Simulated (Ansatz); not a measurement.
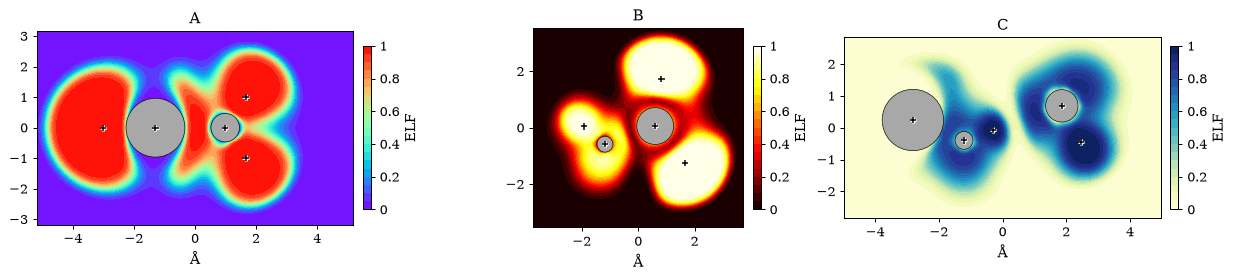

The electron localisation function of 3 systems, each on a plane through atoms (crosses mark nuclei in the plane; grey discs cover the cores).

The calculation used Ansatz, RKS PBE0-D4/def2-TZVPP.

System 1: ClH₂MgO (charge +1), the molecular plane. Geometry: PBE0-D4/def2-TZVP; at this geometry the atoms fall into two loosely joined parts.

| atom | x (Å) | y (Å) | z (Å) |
| --- | --- | --- | --- |
| O | 0.3124 | -0.2791 | 1.1345 |
| Mg | 1.6705 | -0.9766 | 1.9464 |
| Cl | -0.5769 | 0.5479 | -1.8868 |
| H | 0.0507 | -0.0343 | 0.2387 |
| H | -1.7510 | 0.9938 | -1.6258 |

System 2: BH₃Mg, the molecular plane. Geometry: PBE0-D4/def2-TZVP.

```xyz
5

B     0.4476   -0.6225   -0.1310
Mg    0.0056    1.5919   -0.4796
H     0.3660   -1.1567    0.9443
H     0.7870   -1.3794   -1.0029
H    -0.3259    3.2533   -0.7410
```

System 3: H₃OSn (charge +1), the molecular plane. Geometry: PBE0-D4/def2-TZVP; core potentials replace the inner electrons of Sn.

```xyz
5

O     0.1054   -1.0908    0.7243
Sn   -0.2583    0.4751   -0.2723
H     1.0096   -1.4274    0.7706
H    -1.8958    0.8229   -0.1769
H     1.0391    1.2202   -1.0457
```

> Which map belongs to which system?

Panel A is system 2, BH₃Mg: the plane holds B, Mg and H. Mg–B (2.28 Å): the ELF peaks at about 1 in the valence shell of B, 0.9 Å from its nucleus, and is about 0.95 at the midpoint. Panel B is system 3, H₃OSn: the plane holds O, Sn and H. Sn–O (1.89 Å): the ELF peaks at about 0.80 in the valence shell of O, 0.6 Å from its nucleus, and drops to about 0.15 between the two atoms. Panel C is system 1, ClH₂MgO: the plane holds O, Mg, Cl and H. Mg–O (1.73 Å): the ELF peaks at about 0.85 in the valence shell of O, 0.6 Å from its nucleus, and is about 0.25 at the midpoint; an ionic contact with no shared pair.
